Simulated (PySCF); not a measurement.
# U-wB97X/cc-pVTZ run of PO (SMILES O=[P])

What is the vertical doublet–quartet gap of PO at U-wB97X/cc-pVTZ? The job is set up through a Python script.

Program for the calculation: PySCF 2.14.0.

2 further runs of the same task are left out: 2 set aside as unsound or not needed. Runs told in other sessions of the task aren't counted.

### 1 The system as given

PO has 2 atoms, charge 0, and is taken as a doublet. SMILES: `O=[P]`. Geometry: relaxed at GFN2-xTB.

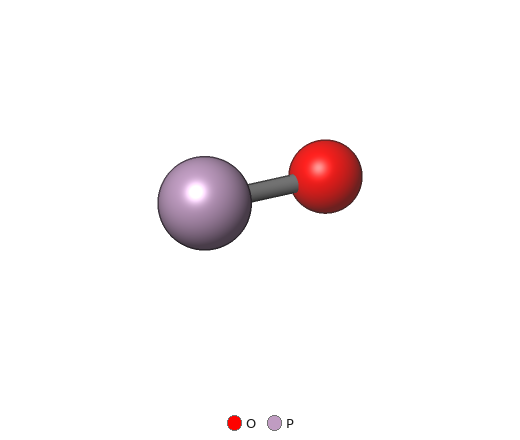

Viewed from a chosen angle; oxygen red, phosphorus pink.

### 2 A single-point energy at U-wB97X/cc-pVTZ

File run.py:

```python
from pyscf import gto, dft

system = gto.Mole()
system.atom = '''
O      0.000000     0.000000     0.000000
P      0.000000     0.000000     1.455090
'''
system.verbose = 3
system.max_memory = 1860
system.spin = 1
system.basis = 'cc-pvtz'
system.build()

mf = dft.UKS(system)
mf.xc = 'wb97x'
mf.conv_tol = 1e-10
mf.grids.level = 5
mf.kernel()
if not mf.converged:
    mf = mf.newton().run(mf.mo_coeff, mf.mo_occ)

e_final = mf.e_tot
print('E = %.10f Eh' % e_final)
```

On the command line:

```
$ OMP_NUM_THREADS=1 python run.py
```

Standard output:

```text
WARN: HOMO -0.135650783861122 >= LUMO -0.135650783861117

converged SCF energy = -416.551624328821  <S^2> = 0.75556355  2S+1 = 2.0055558
E = -416.5516243288 Eh
```

Run time: 11 s. Hardware: 1 thread of Arm Neoverse V1, shared host; peak memory 0.31 GiB.

### 3 The quartet at the same level

File input.xyz:

```xyz
2
OP
O      0.000000     0.000000     0.000000
P      0.000000     0.000000     1.455090
```

File calc.py:

```python
from pyscf import gto, dft

mol = gto.M(
    atom='input.xyz',
    spin=3,
    verbose=4,
    max_memory=1860,
    basis='cc-pvtz',
)

ks = dft.UKS(mol)
ks.xc = 'wb97x'
ks.conv_tol = 1e-10
ks.grids.level = 5
ks.kernel()
if not ks.converged:
    ks = ks.newton().run(ks.mo_coeff, ks.mo_occ)

e_tot = ks.e_tot
print(f'total energy: {e_tot:.8f} hartree')
```

On the command line:

```
$ OMP_NUM_THREADS=1 python calc.py
```

Standard output:

```text
PySCF version 2.14.0

[INPUT] num. atoms = 2
[INPUT] num. electrons = 23
[INPUT] charge = 0
[INPUT] spin (= nelec alpha-beta = 2S) = 3
[INPUT] symmetry False subgroup None
[INPUT] Mole.unit = angstrom
[INPUT] Symbol           X                Y                Z      unit          X                Y                Z       unit  Magmom
[INPUT]  1 O      0.000000000000   0.000000000000   0.000000000000 AA    0.000000000000   0.000000000000   0.000000000000 Bohr   0.0
[INPUT]  2 P      0.000000000000   0.000000000000   1.455090000000 AA    0.000000000000   0.000000000000   2.749721586593 Bohr   0.0

nuclear repulsion = 43.6407818831825
number of shells = 18
number of NR pGTOs = 101
number of NR cGTOs = 64
basis = cc-pvtz
ecp = {}

[... 33 lines left out ...]
WARN: HOMO -0.135650783861111 >= LUMO -0.444602205247287
[... 46 lines left out ...]
converged SCF energy = -416.38906326918  <S^2> = 3.7615138  2S+1 = 4.0057528
total energy: -416.38906327 hartree
```

Wall time 9.3 s (1 thread of Arm Neoverse V1, shared host); peak memory 0.31 GiB.

### 4 Results

Level: U-wB97X/cc-pVTZ.

| quantity | value |
| --- | --- |
| doublet: total energy | -416.55162 Eh |
| doublet: dipole moment | 2.01 D |
| doublet: HOMO energy (highest over α and β) | -7.95 eV |
| doublet: LUMO energy (lowest over α and β) | -0.85 eV |
| doublet: ⟨S²⟩ | 0.756 |
| quartet: total energy | -416.38906 Eh |
| quartet: dipole moment | 1.54 D |
| quartet: HOMO energy (highest over α and β) | -8.56 eV |
| quartet: LUMO energy (lowest over α and β) | -5.42 eV |
| quartet: ⟨S²⟩ | 3.762 |
| vertical energy of the quartet above the doublet | 4.424 eV |

**Reading.** At this shape the quartet lies 4.42 eV (427 kJ/mol) above the doublet.
